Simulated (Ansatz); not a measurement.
**Frequency calculation of C₅H₁₀O**

- system: C₅H₁₀O, SMILES CCC(=O)CC
- method: HF/6-31G*, RHF (Ansatz 0.2.0)

The geometry was optimised with HF/6-31G*. Figures and captions count atoms from 1; the log counts them from 0 in places.

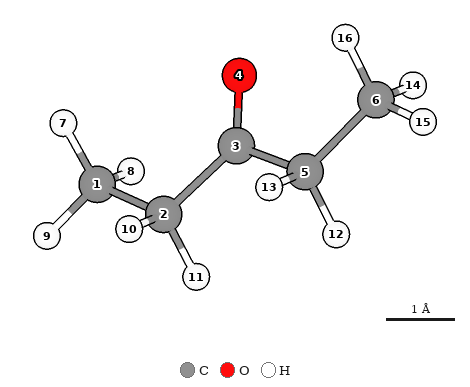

Figure 1. The structure (ball-and-stick view, seen at a tilt; atoms are numbered from 1 in the order of the input). Bond lengths as drawn: C–C 1.52 Å, C–H 1.08 to 1.09 Å and C–O 1.19 Å.

## The input
```yaml
crystal:
  periodic: [false, false, false]
  atoms:
    - {symbol: C, position_ang: [-2.259155, -1.116346, -0.497450]}
    - {symbol: C, position_ang: [-0.816899, -0.758041, -0.835810]}
    - {symbol: C, position_ang: [-0.130628, 0.075783, 0.233165]}
    - {symbol: O, position_ang: [-0.691750, 0.401710, 1.234140]}
    - {symbol: C, position_ang: [1.310092, 0.471451, -0.043807]}
    - {symbol: C, position_ang: [1.939008, 1.302435, 1.068353]}
    - {symbol: H, position_ang: [-2.312359, -1.685468, 0.422605]}
    - {symbol: H, position_ang: [-2.860140, -0.224891, -0.365526]}
    - {symbol: H, position_ang: [-2.697192, -1.709934, -1.293118]}
    - {symbol: H, position_ang: [-0.222944, -1.656463, -0.992450]}
    - {symbol: H, position_ang: [-0.765792, -0.208659, -1.773893]}
    - {symbol: H, position_ang: [1.333538, 1.011015, -0.988688]}
    - {symbol: H, position_ang: [1.881000, -0.439166, -0.214910]}
    - {symbol: H, position_ang: [1.388521, 2.222070, 1.224779]}
    - {symbol: H, position_ang: [2.963832, 1.555278, 0.817119]}
    - {symbol: H, position_ang: [1.940878, 0.759224, 2.005474]}
basis:
  gaussian:
    orbitals: "6-31G*"
hamiltonian:
  xc: hf
phonons:
  temperatures:
    t_min: 298.15
    t_max: 298.15
    t_step: 1
```

Launch command:
```bash
ansatz run job.yaml --threads 1 --pin off --max-ram 3480MiB --events-out events.jsonl --progress --plain --runs-dir runs
```

## The program's output
```
Functional definition: HF
  name "HF"
  exchange = exact_x
  correlation = 0
1304 factors; integrals over basis functions are off by at most 3.6e-4 eV
mean field evaluation 1: about -7343.4823 eV, gradient 4.3e1 eV
mean field evaluation 2: about -7343.5888 eV, gradient 4.3e1 eV
mean field evaluation 4: about -7347.8886 eV, gradient 5.5e0 eV
mean field evaluation 8: about -7347.9882 eV, gradient 4.6e-1 eV
mean field -7347.98985165 eV, -270.0336464016 hartree, gradient 1.6e-5 eV, S^2 0.000000; 0 other end points of the search recorded, 0 dependent functions left out
the calculation of the forces begins
reference -7347.98985165 eV, -270.0336464016 hartree; 24, 24 occupied and 86, 86 virtual orbitals, 1304 factors
these checks for a lower state are left out or cut short: stability, starts, cluster_reference, orbital_swaps, neighbouring_geometries, increment
1304 factors; integrals over basis functions are off by at most 3.6e-4 eV
mean field evaluation 16: about -7347.9897 eV, gradient 5.3e-5 eV
mean field -7347.98967957 eV, -270.0336400781 hartree, gradient 2.0e-6 eV, S^2 0.000000; 0 other end points of the search recorded, 0 dependent functions left out
[... from here on the field's lines of each further geometry are left out, up to the last ...]
the calculation of the forces begins
reference -7347.98976137 eV, -270.0336430840 hartree; 24, 24 occupied and 86, 86 virtual orbitals, 1304 factors
these checks for a lower state are left out or cut short: stability, starts, cluster_reference, orbital_swaps, neighbouring_geometries, increment
1304 factors; integrals over basis functions are off by at most 3.5e-4 eV
mean field -7347.98976086 eV, -270.0336430652 hartree, gradient 2.8e-6 eV, S^2 0.000000; 0 other end points of the search recorded, 0 dependent functions left out
the calculation of the forces begins
reference -7347.98976086 eV, -270.0336430652 hartree; 24, 24 occupied and 86, 86 virtual orbitals, 1304 factors
Total energy: -7347.98985165 eV, -270.0336464016 hartree
Atom 0 at    -2.259155    -1.116346    -0.497450 Å, force    -0.000211    -0.000064     0.000022 eV/Å
Atom 1 at    -0.816899    -0.758041    -0.835810 Å, force     0.000055    -0.000292    -0.000084 eV/Å
Atom 2 at    -0.130628     0.075783     0.233165 Å, force    -0.000030     0.000468    -0.000566 eV/Å
Atom 3 at    -0.691750     0.401710     1.234140 Å, force     0.000085    -0.000172     0.000064 eV/Å
Atom 4 at     1.310092     0.471451    -0.043807 Å, force     0.000222    -0.000203    -0.000047 eV/Å
Atom 5 at     1.939008     1.302435     1.068353 Å, force     0.000167     0.000140     0.000168 eV/Å
Atom 6 at    -2.312359    -1.685468     0.422605 Å, force     0.000141     0.000037     0.000069 eV/Å
Atom 7 at    -2.860140    -0.224891    -0.365526 Å, force     0.000104     0.000077     0.000014 eV/Å
Atom 8 at    -2.697192    -1.709934    -1.293118 Å, force     0.000021    -0.000011    -0.000017 eV/Å
Atom 9 at    -0.222944    -1.656463    -0.992450 Å, force    -0.000004     0.000168     0.000049 eV/Å
Atom 10 at    -0.765792    -0.208659    -1.773893 Å, force     0.000007     0.000039     0.000237 eV/Å
Atom 11 at     1.333538     1.011015    -0.988688 Å, force    -0.000124    -0.000096     0.000190 eV/Å
Atom 12 at     1.881000    -0.439166    -0.214910 Å, force    -0.000163     0.000060     0.000042 eV/Å
Atom 13 at     1.388521     2.222070     1.224779 Å, force    -0.000126    -0.000039    -0.000078 eV/Å
Atom 14 at     2.963832     1.555278     0.817119 Å, force    -0.000016    -0.000018    -0.000025 eV/Å
Atom 15 at     1.940878     0.759224     2.005474 Å, force    -0.000128    -0.000093    -0.000036 eV/Å
Dipole moment:     0.282307    -0.163977    -0.503603 e Å
Vibrations: 26.67 66.01 208.55 224.76 242.50 335.04 433.34 506.37 676.64 777.67 847.57 893.02 1026.22 1090.91 1100.47 1112.72 1214.47 1241.48 1257.55 1385.29 1433.42 1506.50 1542.65 1569.63 1570.86 1604.83 1615.76 1639.16 1639.42 1642.88 1643.84 2009.97 3188.38 3199.78 3214.24 3219.23 3220.17 3227.42 3282.16 3282.60 3298.25 3298.78 cm⁻¹, zero-point energy 4.123539 eV
```

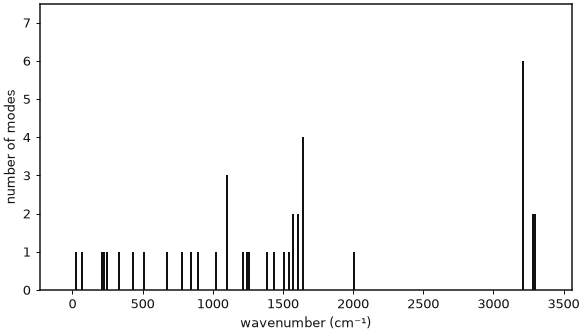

Figure 2. Harmonic vibrational wavenumbers from the force constants; neighbouring modes closer than 15 cm⁻¹ are counted in one stick. 42 modes from 27 to 3299 cm⁻¹, none imaginary.

## Results in brief

- outcome: converged
- total energy: −270.033646 hartree
- basis functions: 110
- largest force: 0.001 eV/Å
- zero-point energy: 0.151537 hartree
- dipole moment: 2.88 D
- wavenumbers, lowest and highest: 27 and 3299 cm⁻¹
- hardware: 1 thread of Arm Neoverse V2, 24 GiB of memory available, shared host
- wall time: 3.6 min
- peak memory: 0.24 GiB
